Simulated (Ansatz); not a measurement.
**NH₄+ (singlet): one geometry, many settings at scale of all distances = 1.283**

What do other methods and options give for NH₄+ (singlet) at this geometry, and how long do they take?

Computed with Ansatz 0.2.0, Gaussian basis. Level: the settings change from run to run.

14 further runs of the same task are left out: 1 for a mislabelled method, 1 for a known fault of the program, 10 that didn't finish, 2 set aside as unsound or not needed.

## 1. What is computed

The geometry derives from a PBE0/def2-TZVP stationary point (not a proven minimum). All distances are scaled together.

5 atoms, charge 1, spin multiplicity 1.

Atoms are counted from 1 here; the program's logs count them from 0.

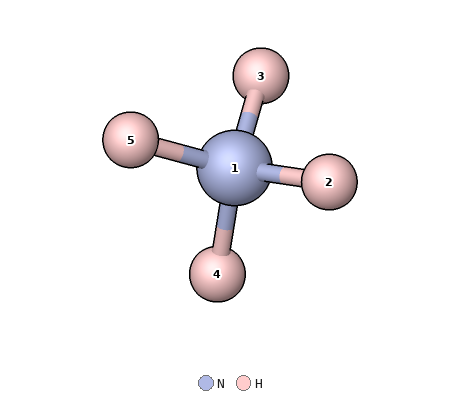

The structure; nitrogen light blue, hydrogen pink; atoms are numbered from 1 in the order of the file.

## 2. BCCD/6-31G*

File in.yaml:

```yaml
crystal:
  periodic: [false, false, false]
  atoms:
    - {symbol: N, position_ang: [0.000000, 0.000000, 0.000000]}
    - {symbol: H, position_ang: [0.757410, 0.759924, 0.757244]}
    - {symbol: H, position_ang: [-0.760718, -0.754720, 0.759131]}
    - {symbol: H, position_ang: [-0.755665, 0.756454, -0.762444]}
    - {symbol: H, position_ang: [0.758973, -0.761658, -0.753931]}
basis:
  gaussian: {orbitals: "6-31G*"}
total_charge: 1
magnetization: {spin_polarized: false}
hamiltonian: {xc: {name: PBE0}}
correlation: {method: bccd, electrons: all}
```

On the command line:

```sh
> ansatz run in.yaml --threads 1 --pin off --events-out ev --progress --plain --max-ram 2393MiB
```

The log of the run:

```text
Functional definition: PBE0
  name "PBE0"
  cite "Adamo & Barone, J. Chem. Phys. 110, 6158 (1999) doi:10.1063/1.478522"
  cite "Perdew, Burke & Ernzerhof, Phys. Rev. Lett. 77, 3865 (1996) doi:10.1103/PhysRevLett.77.3865"
  parent pbe
  parameter a = 0.25
  parameter kappa = 0.804
  parameter beta = 0.06672455060314922
  exchange = (1 - a)*pbe_x(kappa = kappa, mu = beta*pi^2/3) + a*exact_x
  correlation = pbe_c(beta = beta)
263 factors; integrals over basis functions are off by at most 8.6e-4 eV
mean field evaluation 1: about -1527.9369 eV, gradient 8.3e1 eV
mean field evaluation 2: about -1527.9303 eV, gradient 8.3e1 eV
mean field evaluation 4: about -1541.7859 eV, gradient 1.3e1 eV
mean field evaluation 8: about -1542.1584 eV, gradient 7.6e-3 eV
mean field -1542.15843887 eV, -56.6732773158 hartree, gradient 7.2e-6 eV, S^2 0.000000; 0 other end points of the search recorded, 0 dependent functions left out
reference -1533.24353059 eV, -56.3456604793 hartree; 5, 5 occupied and 18, 18 virtual orbitals, 263 factors
second order -5.71178091 eV of doubles, -0.11428556 eV of singles
cycle   1  -5.87876195 eV  change   -5.8e-2 eV  update   6.5e-2
cycle   2  -6.06689967 eV  change   -1.9e-1 eV  update   2.8e-2
cycle   3  -6.18223893 eV  change   -1.2e-1 eV  update   1.3e-2
cycle   4  -6.18605521 eV  change   -3.8e-3 eV  update   3.1e-3
cycle   5  -6.18889350 eV  change   -2.8e-3 eV  update   1.1e-3
cycle   6  -6.18935925 eV  change   -4.7e-4 eV  update   2.8e-4
cycle   7  -6.18950664 eV  change   -1.5e-4 eV  update   3.4e-5
cycle   8  -6.18950485 eV  change    1.8e-6 eV  update   7.7e-6
Total energy: -1539.43303544 eV, -56.5731205871 hartree
```

Wall time 0.42 s (1 thread of Intel Xeon Platinum 8375C at 2.90GHz, shared host).

From the report: correlation -6.1895 eV; largest double amplitude 0.08.

## 3. CASSCF(8,6)/STO-3G

Changes to in.yaml since step 2:

```diff
@@ -9,6 +9,5 @@
 basis:
-  gaussian: {orbitals: "6-31G*"}
+  gaussian: {orbitals: STO-3G}
 total_charge: 1
-magnetization: {spin_polarized: false}
-hamiltonian: {xc: {name: PBE0}}
-correlation: {method: bccd, electrons: all}
+correlation: {active_space: {window: {electrons: 8, orbitals: 6}, states: [{multiplicity: 1, weights: [1, 1, 1, 0.5]}, {multiplicity: 3, weights: [1]}], root: 1}}
+output: {forces: true}
```

Same command.

The log of the run, cut to the lines that bear on the results:

```text
Functional definition: HF
  name "HF"
  cite "Fock, Z. Phys. 61, 126 (1930) doi:10.1007/BF01340294"
  parent pbe
[...]
125 factors; integrals over basis functions are off by at most 2.3e-8 eV
[...]
mean field -1515.28827309 eV, -55.6858169369 hartree, gradient 3.8e-7 eV, S^2 0.000000; 0 other end points of the search recorded, 0 dependent functions left out
reference -1515.28827309 eV, -55.6858169369 hartree; 5, 5 occupied and 4, 4 virtual orbitals, 125 factors
state -1516.83342971 eV, -55.7426003953 hartree
state -1503.84221789 eV, -55.2651821666 hartree
state -1503.29776271 eV, -55.2451738077 hartree
state -1503.26412379 eV, -55.2439376002 hartree
state -1507.22836059 eV, -55.3896206158 hartree
[...]
Total energy: -1503.84221789 eV, -55.2651821666 hartree
Atom 0 at     0.000000     0.000000     0.000000 Å, force     0.001604    -0.002524    -0.735341 eV/Å
Atom 1 at     0.757410     0.759924     0.757244 Å, force    -1.981922    -1.973109     0.762953 eV/Å
Atom 2 at    -0.760718    -0.754720     0.759131 Å, force     1.978605     1.978328     0.758031 eV/Å
Atom 3 at    -0.755665     0.756454    -0.762444 Å, force    -1.800200     1.803839    -0.402945 eV/Å
Atom 4 at     0.758973    -0.761658    -0.753931 Å, force     1.801913    -1.806535    -0.382697 eV/Å
Dipole moment:    -0.001284     0.002020     0.588538 e Å
```

It took 0.33 s on 1 thread of Intel Xeon Platinum 8375C at 2.90GHz, shared host.

From the report: 225 determinants; active occupations (of the averaged states) 1.99, 1.78, 1.75, 1.62, 0.67, 0.21.

## 4. CASSCF(6,4)/def2-SVP

Changes to in.yaml since step 3:

```diff
@@ -9,5 +9,5 @@
 basis:
-  gaussian: {orbitals: STO-3G}
+  gaussian: {orbitals: def2-SVP}
 total_charge: 1
-correlation: {active_space: {window: {electrons: 8, orbitals: 6}, states: [{multiplicity: 1, weights: [1, 1, 1, 0.5]}, {multiplicity: 3, weights: [1]}], root: 1}}
+correlation: {active_space: {window: {electrons: 6, orbitals: 4}}}
 output: {forces: true}
```

Launched as before.

The log of the run, cut to the lines that bear on the results:

```text
Functional definition: HF
  name "HF"
  cite "Fock, Z. Phys. 61, 126 (1930) doi:10.1007/BF01340294"
  parent pbe
[...]
360 factors; integrals over basis functions are off by at most 5.4e-4 eV
[...]
mean field -1532.59881030 eV, -56.3219674459 hartree, gradient 6.0e-7 eV, S^2 0.000000; 0 other end points of the search recorded, 0 dependent functions left out
reference -1532.59881030 eV, -56.3219674459 hartree; 5, 5 occupied and 29, 29 virtual orbitals, 360 factors
state -1533.35172708 eV, -56.3496366271 hartree
[...]
WARN: the results are in doubt because the forces break the atoms' symmetry
Total energy: -1533.35172708 eV, -56.3496366271 hartree
Atom 0 at     0.000000     0.000000     0.000000 Å, force     0.725337    -0.726093     0.732475 eV/Å
Atom 1 at     0.757410     0.759924     0.757244 Å, force    -3.566676    -3.481789    -3.566883 eV/Å
Atom 2 at    -0.760718    -0.754720     0.759131 Å, force     3.485527     3.554228    -3.575647 eV/Å
Atom 3 at    -0.755665     0.756454    -0.762444 Å, force     2.930119    -2.933177     2.956262 eV/Å
Atom 4 at     0.758973    -0.761658    -0.753931 Å, force    -3.574307     3.586831     3.453792 eV/Å
Dipole moment:     0.030428    -0.030460     0.030563 e Å
In doubt: the forces break the atoms' symmetry
```

Wall time 0.42 s (1 thread of Intel Xeon Platinum 8375C at 2.90GHz, shared host).

From the report: 16 determinants; active occupations 2.00, 2.00, 1.96, 0.04. Mind the lines of doubt at the end of the log.

## 5. MP2 on RHF/6-31++G**

Changes to in.yaml since step 4:

```diff
@@ -9,5 +9,5 @@
 basis:
-  gaussian: {orbitals: def2-SVP}
+  gaussian: {orbitals: "6-31++G**"}
 total_charge: 1
-correlation: {active_space: {window: {electrons: 6, orbitals: 4}}}
-output: {forces: true}
+magnetization: {spin_polarized: false}
+correlation: {method: mp2, electrons: valence}
```

Launched as before.

The log of the run:

```text
Functional definition: HF
  name "HF"
  cite "Fock, Z. Phys. 61, 126 (1930) doi:10.1007/BF01340294"
  parent pbe
  exchange = exact_x
  correlation = 0
409 factors; integrals over basis functions are off by at most 5.9e-4 eV
mean field evaluation 1: about -1527.6178 eV, gradient 5.4e1 eV
mean field evaluation 2: about -1527.6171 eV, gradient 5.4e1 eV
mean field evaluation 4: about -1533.7164 eV, gradient 1.7e0 eV
mean field evaluation 8: about -1533.7304 eV, gradient 1.3e-5 eV
mean field -1533.73035903 eV, -56.3635510945 hartree, gradient 2.1e-6 eV, S^2 0.000000; 0 other end points of the search recorded, 0 dependent functions left out
1 core orbitals not correlated: weight in the atoms' cores, before any rotation towards them, 1.000 or more for the frozen orbitals, at most 0.000 for the correlated occupied ones
reference -1533.73035903 eV, -56.3635510945 hartree; 4, 4 occupied and 38, 38 virtual orbitals, 409 factors
second order -5.85547237 eV of doubles, -0.00000000 eV of singles
Total energy: -1539.58583140 eV, -56.5787357351 hartree
```

Run time: 0.15 s. Hardware: 1 thread of Intel Xeon Platinum 8375C at 2.90GHz, shared host.

## 6. BCCD(T) on RHF/6-31++G**

Changes to in.yaml since step 5:

```diff
@@ -12,2 +12,3 @@
 magnetization: {spin_polarized: false}
-correlation: {method: mp2, electrons: valence}
+correlation: {method: bccd_t, electrons: outside_noble_gas}
+output: {forces: true}
```

The command is unchanged.

The log of the run, cut to the lines that bear on the results:

```text
Functional definition: HF
  name "HF"
  cite "Fock, Z. Phys. 61, 126 (1930) doi:10.1007/BF01340294"
  parent pbe
[...]
409 factors; integrals over basis functions are off by at most 5.9e-4 eV
[...]
mean field -1533.73035903 eV, -56.3635510945 hartree, gradient 2.1e-6 eV, S^2 0.000000; 0 other end points of the search recorded, 0 dependent functions left out
1 core orbitals not correlated: weight in the atoms' cores, before any rotation towards them, 1.000 or more for the frozen orbitals, at most 0.000 for the correlated occupied ones
reference -1533.73035903 eV, -56.3635510945 hartree; 4, 4 occupied and 38, 38 virtual orbitals, 409 factors
second order -5.85547237 eV of doubles, -0.00000000 eV of singles
cycle   1  -6.01473711 eV  change   -1.6e-1 eV  update   5.9e-2
[...]
cycle   9  -6.30829949 eV  change    4.0e-6 eV  update   3.1e-6
perturbative correction -0.17781089 eV, -0.0065344298 hartree
[...]
Total energy: -1540.21646941 eV, -56.6019112545 hartree
Atom 0 at     0.000000     0.000000     0.000000 Å, force     0.000000     0.000000     0.000001 eV/Å
Atom 1 at     0.757410     0.759924     0.757244 Å, force    -3.102639    -3.112935    -3.101958 eV/Å
Atom 2 at    -0.760718    -0.754720     0.759131 Å, force     3.116188     3.091618    -3.109686 eV/Å
Atom 3 at    -0.755665     0.756454    -0.762444 Å, force     3.095491    -3.098721     3.123259 eV/Å
Atom 4 at     0.758973    -0.761658    -0.753931 Å, force    -3.109040     3.120039     3.088384 eV/Å
Dipole moment:    -0.000000     0.000000    -0.000000 e Å
```

Wall time 0.96 s (1 thread of Intel Xeon Platinum 8375C at 2.90GHz, shared host).

From the report: correlation -6.4861 eV; largest double amplitude 0.03.

## 7. CCSD on UHF/cc-pVDZ

Changes to in.yaml since step 6:

```diff
@@ -9,6 +9,7 @@
 basis:
-  gaussian: {orbitals: "6-31++G**"}
+  gaussian: {orbitals: cc-pVDZ}
 total_charge: 1
-magnetization: {spin_polarized: false}
-correlation: {method: bccd_t, electrons: outside_noble_gas}
+magnetization: {spin_polarized: true, initial_magnetization: 0}
+correlation: {method: ccsd, electrons: outside_noble_gas}
+scf: {omitted_lower_state_checks: [cluster_reference]}
 output: {forces: true}
```

Launched as before.

The log of the run, cut to the lines that bear on the results:

```text
Functional definition: HF
  name "HF"
  cite "Fock, Z. Phys. 61, 126 (1930) doi:10.1007/BF01340294"
  parent pbe
[...]
318 factors; integrals over basis functions are off by at most 1.1e-3 eV
[...]
mean field -1533.86501212 eV, -56.3684995045 hartree, gradient 1.8e-6 eV, S^2 0.000000; 0 other end points of the search recorded, 0 dependent functions left out
1 core orbitals not correlated: weight in the atoms' cores, before any rotation towards them, 1.000 or more for the frozen orbitals, at most 0.000 for the correlated occupied ones
reference -1533.86501212 eV, -56.3684995045 hartree; 4, 4 occupied and 29, 29 virtual orbitals, 318 factors
second order -5.86648316 eV of doubles, -0.00000000 eV of singles
cycle   1  -6.06970077 eV  change   -2.0e-1 eV  update   5.9e-2
[...]
cycle  10  -6.37839530 eV  change   -6.5e-7 eV  update   3.2e-7
[...]
Total energy: -1540.24340743 eV, -56.6029012085 hartree
Atom 0 at     0.000000     0.000000     0.000000 Å, force    -0.000000     0.000000     0.000001 eV/Å
Atom 1 at     0.757410     0.759924     0.757244 Å, force    -3.056522    -3.066665    -3.055852 eV/Å
Atom 2 at    -0.760718    -0.754720     0.759131 Å, force     3.069869     3.045665    -3.063465 eV/Å
Atom 3 at    -0.755665     0.756454    -0.762444 Å, force     3.049480    -3.052663     3.076836 eV/Å
Atom 4 at     0.758973    -0.761658    -0.753931 Å, force    -3.062828     3.073663     3.042479 eV/Å
Dipole moment:     0.000000    -0.000000    -0.000000 e Å
Checks for a lower state left out: cluster_reference
```

Wall time 0.78 s (1 thread of Intel Xeon Platinum 8375C at 2.90GHz, shared host).

From the report: ⟨S²⟩ of the determinant 0.000 (pure singlet: 0.00); correlation -6.3784 eV; T1 0.011; largest double amplitude 0.07.

## 8. MRCISD+Q(relaxed)(4,4)/6-31G

File in.yaml:

```yaml
crystal:
  periodic: [false, false, false]
  atoms:
    - {symbol: N, position_ang: [0.000000, 0.000000, 0.000000]}
    - {symbol: H, position_ang: [0.757410, 0.759924, 0.757244]}
    - {symbol: H, position_ang: [-0.760718, -0.754720, 0.759131]}
    - {symbol: H, position_ang: [-0.755665, 0.756454, -0.762444]}
    - {symbol: H, position_ang: [0.758973, -0.761658, -0.753931]}
basis:
  gaussian: {orbitals: 6-31G}
total_charge: 1
correlation: {method: fic_mrcisd_q_relaxed, electrons: valence, active_space: {window: {electrons: 4, orbitals: 4}, states: [{multiplicity: 1, weights: [1, 1, 0.5, 0.5]}]}}
accuracy: high
```

The command is unchanged.

The log of the run, cut to the lines that bear on the results:

```text
Functional definition: HF
  name "HF"
  cite "Fock, Z. Phys. 61, 126 (1930) doi:10.1007/BF01340294"
  parent pbe
[...]
415 factors; integrals over basis functions are off by at most 3.0e-9 eV
[...]
mean field -1533.00427246 eV, -56.3368679052 hartree, gradient 1.3e-8 eV, S^2 0.000000; 0 other end points of the search recorded, 0 dependent functions left out
reference -1533.00427246 eV, -56.3368679052 hartree; 5, 5 occupied and 12, 12 virtual orbitals, 415 factors
state -1533.42610467 eV, -56.3523699531 hartree
state -1523.07031630 eV, -55.9718017498 hartree
state -1522.59200525 eV, -55.9542241430 hartree
state -1521.13130321 eV, -55.9005443333 hartree
contracted CI cycle   1: correlation 0.00000000 eV, 0.0000000000 hartree, residual 1.62e1 eV
contracted CI cycle   2: correlation -3.59996458 eV, -0.1322962582 hartree, residual 4.34e0 eV
[...]
contracted CI cycle 151: correlation -3.71703323 eV, -0.1365984519 hartree, residual 2.92e-7 eV
contracted CI cycle 152: correlation -3.71703323 eV, -0.1365984519 hartree, residual 2.02e-7 eV
contracted CI cycle 153: correlation -3.71703323 eV, -0.1365984519 hartree, residual 2.42e-7 eV
contracted CI cycle 154: correlation -3.71703323 eV, -0.1365984519 hartree, residual 5.50e-6 eV
contracted CI cycle 155: correlation -3.71703323 eV, -0.1365984519 hartree, residual 5.94e-7 eV
contracted CI cycle 156: correlation -3.71703323 eV, -0.1365984519 hartree, residual 8.95e-7 eV
contracted CI cycle 157: correlation -3.71703323 eV, -0.1365984519 hartree, residual 1.81e-7 eV
contracted CI cycle 158: correlation -3.71703323 eV, -0.1365984519 hartree, residual 1.13e-7 eV
contracted CI cycle 159: correlation -3.71703323 eV, -0.1365984519 hartree, residual 7.83e-8 eV
state -1521.13130321 eV, -55.9005443333 hartree; corrected -1525.15711634 eV, -56.0484902367 hartree
Total energy: -1530.22275753 eV, -56.2346491171 hartree
```

It took 1.6 s on 1 thread of Intel Xeon Platinum 8375C at 2.90GHz, shared host.

From the report: 36 determinants; active occupations (of the averaged states) 1.80, 1.50, 0.51, 0.20.

## 9. CASSCF(2,3)/cc-pVDZ

Changes to in.yaml since step 8:

```diff
@@ -9,5 +9,5 @@
 basis:
-  gaussian: {orbitals: 6-31G}
+  gaussian: {orbitals: cc-pVDZ, fitting: {mean_field: def2-universal-jkfit}}
 total_charge: 1
-correlation: {method: fic_mrcisd_q_relaxed, electrons: valence, active_space: {window: {electrons: 4, orbitals: 4}, states: [{multiplicity: 1, weights: [1, 1, 0.5, 0.5]}]}}
-accuracy: high
+correlation: {active_space: {window: {electrons: 2, orbitals: 3}}}
+output: {forces: true}
```

Same command.

The log of the run, cut to the lines that bear on the results:

```text
Functional definition: HF
  name "HF"
  cite "Fock, Z. Phys. 61, 126 (1930) doi:10.1007/BF01340294"
  parent pbe
[...]
149 factors; integrals over basis functions are off by at most 4.2e-1 eV
[...]
mean field -1533.86539318 eV, -56.3685135081 hartree, gradient 7.0e-7 eV, S^2 0.000000; 0 other end points of the search recorded, 0 dependent functions left out
reference -1533.86539318 eV, -56.3685135081 hartree; 5, 5 occupied and 29, 29 virtual orbitals, 149 factors
state -1534.69178813 eV, -56.3988829622 hartree
[...]
WARN: the results are in doubt because the forces break the atoms' symmetry
Total energy: -1534.69178813 eV, -56.3988829622 hartree
Atom 0 at     0.000000     0.000000     0.000000 Å, force    -0.682926     0.685342     0.678390 eV/Å
Atom 1 at     0.757410     0.759924     0.757244 Å, force    -3.437231    -3.547045    -3.534211 eV/Å
Atom 2 at    -0.760718    -0.754720     0.759131 Å, force     3.550526     3.424674    -3.542895 eV/Å
Atom 3 at    -0.755665     0.756454    -0.762444 Å, force     3.527270    -3.531074     3.460727 eV/Å
Atom 4 at     0.758973    -0.761658    -0.753931 Å, force    -2.957639     2.968102     2.937990 eV/Å
Dipole moment:    -0.029664     0.029769     0.029467 e Å
In doubt: the forces break the atoms' symmetry
```

Wall time 0.33 s (1 thread of Intel Xeon Platinum 8375C at 2.90GHz, shared host).

From the report: 9 determinants; active occupations 1.96, 0.04, 0.00. Mind the lines of doubt at the end of the log.

## 10. CCSDT(Q) on UHF/6-31G*

Changes to in.yaml since step 9:

```diff
@@ -9,5 +9,5 @@
 basis:
-  gaussian: {orbitals: cc-pVDZ, fitting: {mean_field: def2-universal-jkfit}}
+  gaussian: {orbitals: "6-31G*", fitting: {mean_field: def2-universal-jkfit}, point_charges: [{charge: 1.00, position_ang: [5.658, -0.496, 0.768]}]}
 total_charge: 1
-correlation: {active_space: {window: {electrons: 2, orbitals: 3}}}
-output: {forces: true}
+magnetization: {spin_polarized: true, initial_magnetization: 0}
+correlation: {method: ccsdt_q, electrons: outside_noble_gas}
```

Same command.

The log of the run, cut to the lines that bear on the results:

```text
Functional definition: HF
  name "HF"
  cite "Fock, Z. Phys. 61, 126 (1930) doi:10.1007/BF01340294"
  parent pbe
[...]
149 factors; integrals over basis functions are off by at most 9.3e-2 eV
[...]
mean field -1530.87750845 eV, -56.2587107696 hartree, gradient 1.5e-6 eV, S^2 0.000000; 0 other end points of the search recorded, 0 dependent functions left out
1 core orbitals not correlated: weight in the atoms' cores, before any rotation towards them, 1.000 or more for the frozen orbitals, at most 0.000 for the correlated occupied ones
reference -1530.87750845 eV, -56.2587107696 hartree; 4, 4 occupied and 18, 18 virtual orbitals, 149 factors
second order -5.48900940 eV of doubles, -0.00000000 eV of singles
cycle   1  -5.67134800 eV  change   -1.8e-1 eV  update   6.9e-2
[...]
cycle  12  -6.14337388 eV  change    2.2e-7 eV  update   1.8e-7
perturbative correction -0.02038770 eV, -0.0007492340 hartree
Total energy: -1537.04127003 eV, -56.4852248296 hartree
```

Run time: 1.5 s. Hardware: 1 thread of Intel Xeon Platinum 8375C at 2.90GHz, shared host.

From the report: ⟨S²⟩ of the determinant 0.000 (pure singlet: 0.00); correlation -6.1638 eV; T1 0.011; largest double amplitude 0.08.

## 11. The runs in one table

Where basis and cores are those of an earlier RCCSDT(Q)/cc-pVDZ run (-1540.4461 eV), and the state is the same kind, the miss against it is given. † marks a result that the program doubts.

| level | correlated | functions | energy (eV) | from RCCSDT(Q) (meV) | time |
| --- | --- | --- | --- | --- | --- |
| BCCD/6-31G* (on PBE0 orbitals) | all | 23 | -1539.4330 |  | 0.42 s |
| CASSCF(8,6)/STO-3G (excited root 1 of an average) |  | 9 | -1503.8422 |  | 0.33 s |
| CASSCF(6,4)/def2-SVP † |  | 34 | -1533.3517 |  | 0.42 s |
| MP2 on RHF/6-31++G** | valence | 43 | -1539.5858 |  | 0.15 s |
| BCCD(T) on RHF/6-31++G** | outside noble gas | 43 | -1540.2165 |  | 0.96 s |
| CCSD on UHF/cc-pVDZ | outside noble gas | 34 | -1540.2434 | 202.7 | 0.78 s |
| MRCISD+Q(relaxed)(4,4)/6-31G (mean of several states) | valence | 17 | -1530.2228 |  | 1.6 s |
| CASSCF(2,3)/cc-pVDZ † |  | 34 | -1534.6918 | 5754.3 | 0.33 s |
| CCSDT(Q) on UHF/6-31G* (beside a point charge) | outside noble gas | 23 | -1537.0413 |  | 1.5 s |

## 12. Outcome

| quantity | value |
| --- | --- |
| runs | 9 |
| quickest | MP2 on RHF/6-31++G**, 0.15 s |
| slowest | MRCISD+Q(relaxed)(4,4)/6-31G (mean of several states), 1.6 s |

Total energies in different bases, with other cores or another treatment of relativity can't be set against each other. MRCISD+Q(relaxed)(4,4)/6-31G (mean of several states) took 10 times as long as MP2 on RHF/6-31++G**; the jobs differ in more than the method. Hartree-Fock, CASSCF and CASCI lack dynamic correlation by design.
